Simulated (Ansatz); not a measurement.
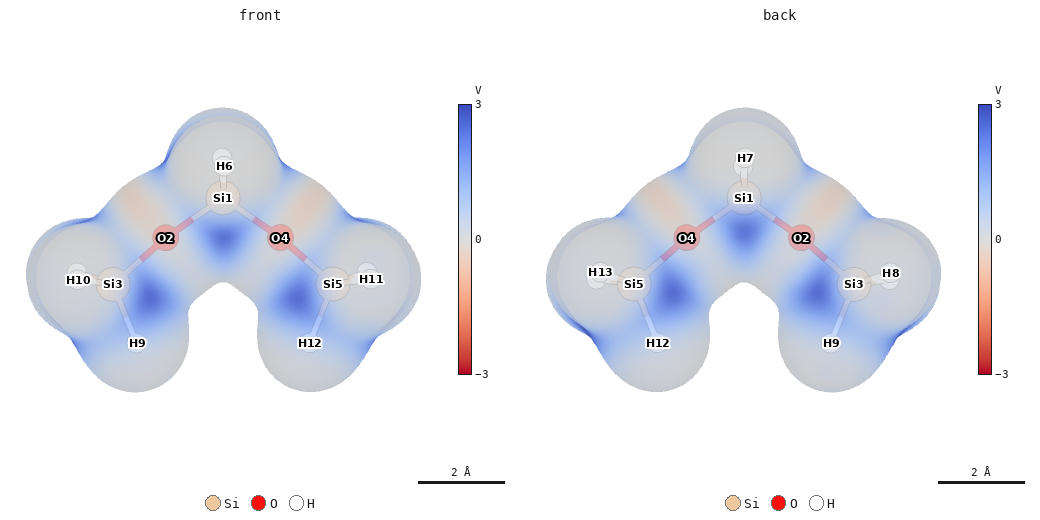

*H$_{8}$O$_{2}$Si$_{3}$ (SMILES [SiH2](O[SiH3])O[SiH3]). The molecular electrostatic potential painted on the density surface at 0.004 e/bohr³, seen from the front and from behind; red is negative and blue positive.*

Theory: Hartree-Fock, Gaussian basis def2-SVP (Ansatz).

```xyz
13

Si    0.0214   -1.1534    0.8966
O     1.3392   -0.3052    0.4487
Si    2.5425    0.6637   -0.0953
O    -1.3253   -0.4751    0.2776
Si   -2.5610    0.3329   -0.4314
H    -0.0735   -1.1498    2.3669
H     0.1421   -2.5302    0.3864
H     3.4730   -0.1202   -0.9358
H     1.9768    1.7688   -0.9000
H     3.2843    1.2300    1.0517
H    -3.5182    0.7857    0.6008
H    -2.0421    1.5106   -1.1613
H    -3.2590   -0.5577   -1.3834
```

**Which sites attract a positive test charge, and which a negative one?**

A positive charge is drawn to the negative regions and a negative charge to the positive ones. The most negative region (about −0.3 V) lies over O2 and O4, the most positive (about +2.8 V, or +65 kcal/mol for a unit charge) over Si3 and Si5.
